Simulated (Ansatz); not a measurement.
Be5Sn

The calculation's input:

```
crystal:
  lattice:
    - [4.6490299731, 0.0, 0.0]
    - [-2.3245149866, 4.0261780597, 0.0]
    - [0.0, 0.0, 3.6118559811]
  atoms:
    - { symbol: Be, position: [0.3333333333, 0.6666666667, 0.0] }
    - { symbol: Be, position: [0.6666666667, 0.3333333333, 0.0] }
    - { symbol: Be, position: [0.5, 0.0, 0.5] }
    - { symbol: Be, position: [0.5, 0.5, 0.5] }
    - { symbol: Be, position: [0.0, 0.5, 0.5] }
    - { symbol: Sn, position: [0.0, 0.0, 0.0] }
basis:
  ecutwfc: 420
kpoints:
  mp_grid: { grid: [12, 12, 10] }
hamiltonian:
  xc: pbe
scf:
  occupations: { method: gaussian, width: 0.1 }
output:
  forces: true
  stress: true
  eigenvalues: true
  write_density: true
  write_potential: true
  elf: true
  volumetric_format: npy
relax:
  adjacent_minimum: "off"
  f_tol: 0.01
  max_steps: 80
  cell: { stress_tol: 0.05 }
```

Command:

```sh
ansatz run input.yaml --threads 1 --pin off --max-ram 2048MiB --backend cpu --events-out ev --progress --plain --runs-dir out
```

Below, planes, directions and counts refer to the conventional cell (a = 4.63 Å, b = 4.63 Å, c = 3.63 Å, α = 90.00°, β = 90.00°, γ = 120.00°).

The fields are those of the relaxed geometry.

Space group P6/mmm; a structure generated by program, which may or may not match a known phase.

Level of theory: DFT PBE, scalar-relativistic, plane waves, PAW (Ansatz 0.2.0).

Predict the valence pseudo-density and electron localisation function between the atoms.

Be–Sn (2.67 Å): the density is about 0.25 e/Å³ at the midpoint, with its minimum of 0.21 e/Å³ about 1.0 Å from Be; the ELF is about 0.35 at the midpoint: no localised pair shows between them.

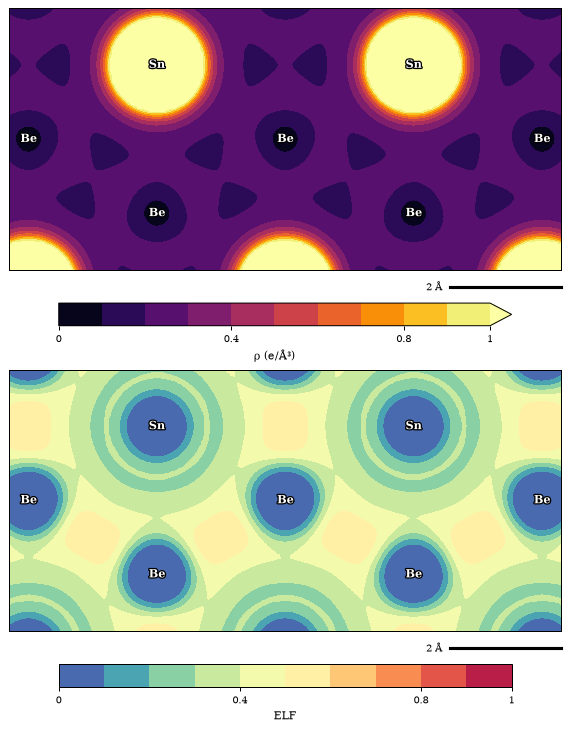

Computed valence pseudo-density and electron localisation function on the (001) plane of the conventional cell, in this order. 

In a PAW calculation such maps are meaningful between the atoms, not at the nuclei.
